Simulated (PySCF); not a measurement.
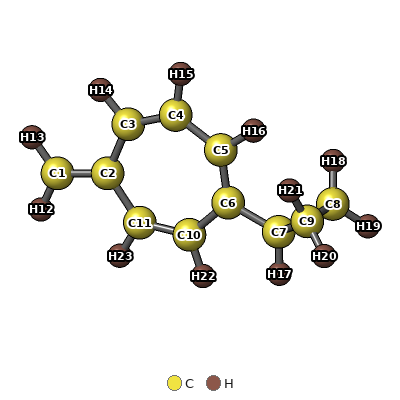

Geometry used (C₁₁H₁₂, SMILES C=C1C=CC=C(C2CC2)C=C1).

GIAO shifts, CAM-B3LYP/pcSseg-1 with PySCF 2.14.0, at a PBE0-D3(BJ)/def2-SVP geometry (no frequency check), against TMS for ¹³C and TMS for ¹H computed at the same level. Gas phase, fully decoupled, line heights follow the number of nuclei, widths are arbitrary (no quadrupolar broadening); values of one conformer, averaged over methyl-type rotors and exact or near symmetry; other conformers aren't averaged in.

How many ¹³C lines appear, and where?

Answer. 10 signals.


```
δ (ppm)  nuclei   atoms
  160.1       1      C6
  157.2       1      C2
  149.6       1     C11
  145.6       1      C3
  141.4       1     C10
  136.5       1      C4
  127.5       1      C5
  115.4       1      C1
   17.7       1      C7
   14.0       2  C8, C9
```

Predict the ¹H spectrum.

Answer. 9 signals.


```tsv
δ (ppm)	nuclei	atoms
5.80	1	H23
5.67	1	H14
5.40	1	H22
5.26	1	H15
4.50	1	H16
4.42	2	H12, H13
0.82	2	H19, H20
0.62	1	H17
0.31	2	H18, H21
```

The order of signals that lie close, as those under 0.08 ppm apart, is within the error of the method.

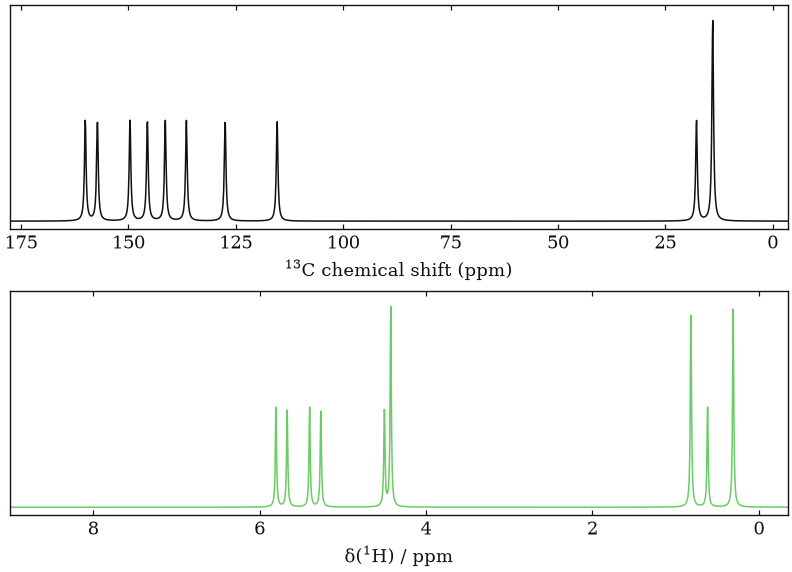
